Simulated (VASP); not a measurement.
# Driving VASP from ASE on YNiC2, part 2 of 4

Do ASE scripts that read YNiC2 from different structure formats give one answer, and do several routes find one equilibrium volume? All runs use PBEsol. Left out of this account: 1 further run (self-consistent run: a reference on another mesh). The start is a computed cell from the Materials Project.

VASP 6.6.1, plane waves and PAW; the level of theory is named at each step.

So far. Step 2 (Self-consistent run (PBEsol, through ASE)): The pressure is -3.53 GPa and the largest force 0.212 eV/Å, so the cell is not at a minimum at these settings.

**3. Self-consistent run (PBEsol, through ASE), try 2**

This step: PBEsol, spin-polarised from a ferromagnetic start; plane waves and PAW (Y_sv, Ni, C) (VASP 6.6.1).

System of this step: YNiC2. Symmetry: Amm2, No. 38, orthorhombic system. Conventional cell: a = 3.611 Å, b = 4.486 Å, c = 5.982 Å, α = 90.00°, β = 90.00°, γ = 90.00°. Nearest to Y lie 8 C at 2.64 to 2.67 Å and 6 Ni at 2.95 Å. Ni has 4 C at 1.93 to 1.98 Å and 6 Y at 2.95 Å nearest. Nearest to C lie 1 C at 1.37 Å and 2 Ni at 1.93 to 1.98 Å and 4 Y at 2.64 to 2.67 Å. Farther neighbours are not listed.

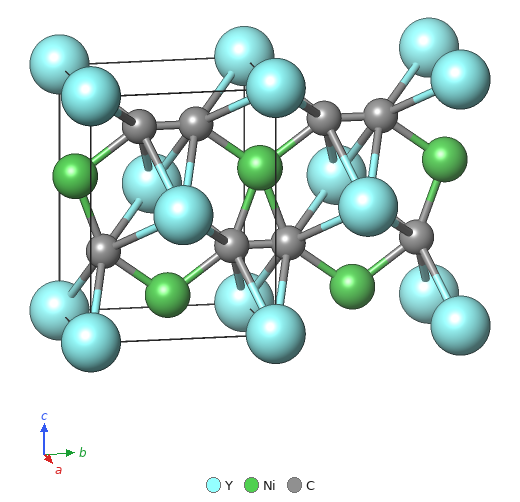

The cell of this step (yttrium teal, nickel green, carbon grey). 1×2×1 cells are drawn. Some periodic images of atoms are drawn too.

The single point through ASE, with the structure read from a CIF with its space group. The file expands to the conventional cell of 8 atoms, on a 5×5×4 mesh.

run.py

```python
import numpy as np
from ase.calculators.vasp import Vasp
from ase.io import read
from ase.dft.bandgap import bandgap

atoms = read('YNiC2.cif')

calc = Vasp(
    xc='pbesol',
    pp='PBE',
    prec='Accurate',
    encut=520,
    ediff=1e-06,
    nelm=100,
    ismear=-1,
    sigma=0.05,
    lreal=False,
    algo='Normal',
    nbands=43,
    ispin=2,
    lasph=True,
    lmaxmix=4,
    lorbit=11,
    lwave=False,
    lcharg=False,
    kpar=4,
    isif=2,
    pp_version='64',
    setups={'Y': '_sv', 'Ni': '', 'C': ''},
    kpts=(5, 5, 4),
    gamma=True,
    txt='vasp.out',
    magmom=[0.0, 0.0, 1.0, 1.0, 0.0, 0.0, 0.0, 0.0],
)
atoms.calc = calc

print("energy (eV):", round(atoms.get_potential_energy(), 6))
print("Fermi level (eV):", round(calc.get_fermi_level(), 4))
print("forces (eV/A):")
print(np.round(atoms.get_forces(), 4))
print("stress (GPa, Voigt, tension positive):", np.round(atoms.get_stress() * 160.21766, 3))
print("magnetic moment (muB):", round(atoms.get_magnetic_moment(), 3))
gap, p1, p2 = bandgap(calc, direct=False)
print("gap on the mesh (eV):", round(gap, 4))
```

YNiC2.cif

```cif
data_YNiC2
_cell_length_a 3.61051776
_cell_length_b 4.48559162
_cell_length_c 5.98246932
_cell_angle_alpha 90.00000000
_cell_angle_beta 90.00000000
_cell_angle_gamma 90.00000000
_space_group_name_H-M_alt 'Amm2'
_space_group_name_Hall 'A 2 -2'
_space_group_IT_number 38
loop_
_space_group_symop_operation_xyz
'x,y,z'
'-x,-y,z'
'-x,y,z'
'x,-y,z'
'x,y+1/2,z+1/2'
'-x,-y+1/2,z+1/2'
'-x,y+1/2,z+1/2'
'x,-y+1/2,z+1/2'
loop_
_atom_site_label
_atom_site_type_symbol
_atom_site_symmetry_multiplicity
_atom_site_Wyckoff_symbol
_atom_site_fract_x
_atom_site_fract_y
_atom_site_fract_z
_atom_site_occupancy
Y1 Y 2 a 0.0000000000 0.5000000000 0.5031364700 1
Ni1 Ni 2 b 0.5000000000 0.5000000000 0.1134320900 1
C1 C 4 e 0.5000000000 0.6526246600 0.8032157200 1
```

Potentials, in the order of the species: Y_sv, Ni and C (PBE family, release 64).

On the command line:

```bash
> export ASE_VASP_COMMAND="mpirun -np 4 vasp_std"
> python run.py
```

Log:

```text
energy (eV): -67.687851
Fermi level (eV): 6.7659
forces (eV/A):
[[ 0.      0.     -0.0292]
 [ 0.      0.     -0.0292]
 [-0.     -0.      0.1699]
 [-0.      0.      0.1699]
 [ 0.      0.1575 -0.0704]
 [ 0.     -0.1575 -0.0704]
 [ 0.      0.1575 -0.0704]
 [ 0.     -0.1575 -0.0704]]
stress (GPa, Voigt, tension positive): [ 3.534  2.887  3.711 -0.    -0.    -0.   ]
magnetic moment (muB): 0.0
gap on the mesh (eV): 0.0
```

Run time: 61 s. Hardware: 4 MPI ranks of AMD EPYC 9R45, shared host; peak memory 1.4 GiB; 3.7 min of CPU time.

The INCAR that ASE wrote:

```
ENCUT = 520.000000
SIGMA = 0.050000
EDIFF = 1.00e-06
ALGO = Normal
GGA = PS
PREC = Accurate
ISIF = 2
ISMEAR = -1
ISPIN = 2
KPAR = 4
LMAXMIX = 4
LORBIT = 11
NBANDS = 43
NELM = 100
MAGMOM = 2*0.0000 2*1.0000 4*0.0000
LASPH = .TRUE.
LCHARG = .FALSE.
LWAVE = .FALSE.
LREAL = .FALSE.
```

ASE turned this into the KPOINTS:

```
KPOINTS created by Atomic Simulation Environment
0
Gamma
5 5 4
0 0 0
```

vasp.out:

```text
[banner, memory and clock lines left out]
running    4 mpi-ranks, on    1 nodes
 distrk:  each k-point on    1 cores,    4 groups
 distr:  one band on    1 cores,    1 groups

 POSCAR found type information on POSCAR Y NiC
 POSCAR found :  3 types and       8 ions
 [... a notice as in an earlier step ...]

 LDA part: xc-table for (Slater+PW92), standard interpolation
 POSCAR, INCAR and KPOINTS ok, starting setup
 FFT: planning ... GRIDC
 FFT: planning ... GRID_SOFT
 FFT: planning ... GRID
 WAVECAR not read
 entering main loop
       N       E                     dE             d eps       ncg     rms          rms(c)
DAV:   1     0.469206668896E+03    0.46921E+03   -0.26389E+04  4644   0.150E+03
DAV:   2    -0.199679629724E+02   -0.48917E+03   -0.45940E+03  4767   0.389E+02
DAV:   3    -0.761635962589E+02   -0.56196E+02   -0.53304E+02  6023   0.127E+02
DAV:   4    -0.801564424498E+02   -0.39928E+01   -0.39281E+01  6733   0.296E+01
DAV:   5    -0.803885836252E+02   -0.23214E+00   -0.23170E+00  7069   0.639E+00    0.557E+01
DAV:   6    -0.957800578924E+02   -0.15391E+02   -0.15430E+02  5733   0.169E+02    0.634E+01
DAV:   7    -0.684407085187E+02    0.27339E+02   -0.62919E+01  6177   0.103E+02    0.265E+01
DAV:   8    -0.693694836237E+02   -0.92878E+00   -0.25948E+01  7269   0.606E+01    0.269E+01
DAV:   9    -0.681072413528E+02    0.12622E+01   -0.10845E+01  6348   0.423E+01    0.867E+00
DAV:  10    -0.678519483236E+02    0.25529E+00   -0.90189E-01  7064   0.876E+00    0.571E+00
DAV:  11    -0.677571440332E+02    0.94804E-01   -0.11052E-01  7066   0.352E+00    0.373E+00
DAV:  12    -0.677136293045E+02    0.43515E-01   -0.43408E-02  6790   0.260E+00    0.179E+00
DAV:  13    -0.677034025318E+02    0.10227E-01   -0.18905E-02  7469   0.138E+00    0.707E-01
DAV:  14    -0.677022833957E+02    0.11191E-02   -0.28156E-03  7099   0.396E-01    0.413E-01
DAV:  15    -0.677015310609E+02    0.75233E-03   -0.15656E-03  6805   0.550E-01    0.600E-02
DAV:  16    -0.677015635647E+02   -0.32504E-04   -0.33418E-04  5526   0.103E-01    0.521E-02
DAV:  17    -0.677015663728E+02   -0.28081E-05   -0.23822E-05  7413   0.509E-02    0.325E-02
DAV:  18    -0.677015677102E+02   -0.13374E-05   -0.24505E-05  5942   0.701E-02    0.317E-02
DAV:  19    -0.677015640856E+02    0.36246E-05   -0.61065E-06  4522   0.375E-02    0.128E-03
DAV:  20    -0.677015641652E+02   -0.79647E-07   -0.45031E-07  2832   0.372E-03
   1 F= -.67701564E+02 E0= -.67687851E+02  d E =-.274270E-01  mag=    -0.0000
```

OUTCAR, selected parts (step 3):

```text
  LATTYP: Found a simple orthorhombic cell.
 ALAT       =     3.6105177600
 B/A-ratio  =     1.2423679700
 C/A-ratio  =     1.6569560705

The static configuration has the point symmetry C_2v.

 Found     27 irreducible k-points:

   k-points           NKPTS =     27   k-points in BZ     NKDIM =     27   number of bands    NBANDS=     43

   dimension x,y,z NGX =    28 NGY =   36 NGZ =   48
   dimension x,y,z NGXF=    56 NGYF=   72 NGZF=   96

   ENCUT  =  520.0 eV  38.22 Ry    6.18 a.u.   6.71  8.34 11.12*2*pi/ulx,y,z

   NELECT =      58.0000    total number of electrons

 E-fermi :   6.7659

 spin component 1
 k-point     1 :       0.0000    0.0000    0.0000
  band No.  band energies     occupation
    ...
     24       4.4351      1.00000
     25       4.5075      1.00000
     26       4.7293      1.00000
     27       5.5463      1.00000
     28       5.6074      1.00000
     29       7.1786      0.00026
     30       7.2037      0.00016
     31       8.1475      0.00000
     32       8.4553      0.00000
     33       8.6621      0.00000
    ...

 k-point     2 :       0.2000    0.0000    0.0000
  band No.  band energies     occupation
    ...
     24       4.3558      1.00000
     25       4.4346      1.00000
     26       4.5104      1.00000
     27       5.5342      1.00000
     28       5.7177      1.00000
     29       6.8491      0.15922
     30       7.6218      0.00000
     31       7.6752      0.00000
     32       7.8037      0.00000
     33       8.2891      0.00000
    ...

 k-point     3 :       0.4000    0.0000    0.0000
  band No.  band energies     occupation
    ...
     26       4.8270      1.00000
     27       5.3371      1.00000
     28       6.0145      1.00000
     29       6.2493      0.99997
     30       6.3895      0.99946
     31       6.8556      0.14274
     32       8.4954      0.00000
     33       8.6073      0.00000
     34      10.2197      0.00000
     35      10.7799      0.00000
    ...

 k-point     4 :       0.0000    0.2000    0.0000
  band No.  band energies     occupation
    ...
     24       4.2204      1.00000
     25       4.2983      1.00000
     26       4.4739      1.00000
     27       5.3426      1.00000
     28       5.6242      1.00000
     29       7.2669      0.00004
     30       7.4618      0.00000
     31       8.0089      0.00000
     32       8.5069      0.00000
     33       8.5139      0.00000
    ...

  Total       -2.1368474     -1.7460071     -2.2444168      0.0000000      0.0000000      0.0000000
  in kB      -35.3357560    -28.8726658    -37.1145673      0.0000000      0.0000000      0.0000000
  external PRESSURE =     -33.7743297 kB  Pullay stress =       0.0000000 kB

  energy-cutoff  :      520.00
  volume of cell :       96.89
      direct lattice vectors                 reciprocal lattice vectors
     3.610517760  0.000000000  0.000000000     0.276968586  0.000000000  0.000000000
     0.000000000  4.485591620  0.000000000     0.000000000  0.222936033  0.000000000
     0.000000000  0.000000000  5.982469320     0.000000000  0.000000000  0.167155057

 POSITION                                       TOTAL-FORCE (eV/Angst)
 -----------------------------------------------------------------------------------
      0.00000      2.24280      3.01000         0.000000      0.000000     -0.029203
      0.00000      0.00000      0.01876         0.000000      0.000000     -0.029203
      1.80526      2.24280      0.67860        -0.000000     -0.000000      0.169914
      1.80526      0.00000      3.66984        -0.000000      0.000000      0.169914
      1.80526      2.92741      4.80521         0.000000      0.157497     -0.070356
      1.80526      1.55818      4.80521         0.000000     -0.157497     -0.070356
      1.80526      0.68461      1.81398         0.000000      0.157497     -0.070356
      1.80526      3.80098      1.81398         0.000000     -0.157497     -0.070356
 -----------------------------------------------------------------------------------
    total drift:                                0.000000     -0.000000     -0.000781

  FREE ENERGIE OF THE ION-ELECTRON SYSTEM (eV)
  ---------------------------------------------------
  free  energy   TOTEN  =       -67.7015641652 eV

  energy  without entropy=      -67.6741371386  energy(sigma->0) =      -67.68785065

 total charge
# of ion       s       p       d       f       tot
--------------------------------------------------
    1        2.171   6.419   1.048   0.069   9.708
    2        2.171   6.419   1.048   0.069   9.708
    3        0.531   0.737   8.431   0.000   9.698
    4        0.531   0.737   8.431   0.000   9.698
    5        0.865   1.588   0.000   0.000   2.453
    6        0.865   1.588   0.000   0.000   2.453
    7        0.865   1.588   0.000   0.000   2.453
    8        0.865   1.588   0.000   0.000   2.453
--------------------------------------------------
tot          8.865  20.662  18.958   0.138  48.623

 magnetization (x)
# of ion       s       p       d       f       tot
--------------------------------------------------
    1       -0.000  -0.000   0.000  -0.000   0.000
    2       -0.000  -0.000   0.000  -0.000   0.000
    3       -0.000   0.000  -0.000   0.000  -0.000
    4       -0.000   0.000  -0.000   0.000  -0.000
    5       -0.000   0.000   0.000   0.000   0.000
    6       -0.000   0.000   0.000   0.000   0.000
    7       -0.000   0.000   0.000   0.000   0.000
    8       -0.000   0.000   0.000   0.000   0.000
--------------------------------------------------
tot         -0.000   0.000  -0.000  -0.000   0.000

[... 1 part as in an earlier step ...]

[... 9 further parts left out ...]
```

The k-mesh is coarse for a metal. At this level the cell is under a tension of 3.4 GPa, so at these settings it is away from equilibrium.

This step gave:

```yaml
electronic_steps: 20
electrons: 58
bands: 43
irreducible_k_points: 27
free_energy_toten: -67.7016 eV
energy_at_zero_smearing: -67.6879 eV
fermi_energy: 6.766 eV
pressure: -3.377 GPa
```

The spin moment in the PAW sphere vanishes on all atoms.

Force by atom:

| atom | x (eV/Å) | y (eV/Å) | z (eV/Å) | size |
| --- | --- | --- | --- | --- |
| Y1 | 0.000 | 0.000 | -0.029 | 0.029 |
| Y2 | 0.000 | 0.000 | -0.029 | 0.029 |
| Ni3 | 0.000 | 0.000 | 0.170 | 0.170 |
| Ni4 | 0.000 | 0.000 | 0.170 | 0.170 |
| C5 | 0.000 | 0.157 | -0.070 | 0.172 |
| C6 | 0.000 | -0.157 | -0.070 | 0.172 |
| C7 | 0.000 | 0.157 | -0.070 | 0.172 |
| C8 | 0.000 | -0.157 | -0.070 | 0.172 |

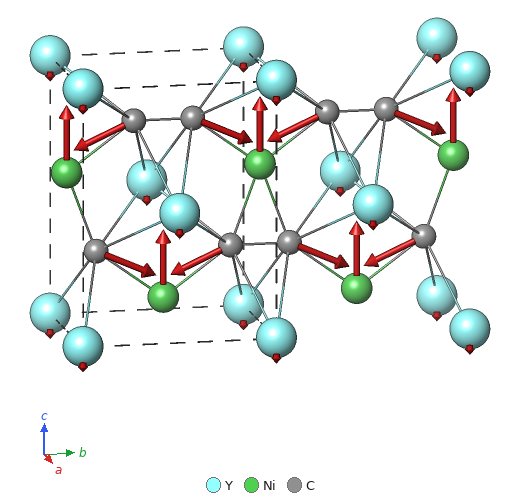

Force as arrows, the longest 0.172 eV/Å. 1×2×1 cells are drawn. Some periodic images of atoms are drawn too.

The energy lies +1.01 meV an atom from the first script, since this cell and mesh sample the zone at other points.

(Continued in part 3 of 4.)

[Lines on the potential files, build, host, timing and source positions are cut from VASP's logs without a mark.]

[Logs are printed without paths, hosts, clocks, repeated set-up lines and the standing remarks that a program may print on its own settings, such as how far it seeks lower states.]

[Hosts, paths, dates, database ids (printed as entryN), source tags and the programs' standing remarks are cut or masked in the printed files.]

[A measured line is paired with the nearest computed mode of its activity, which favours agreement.]
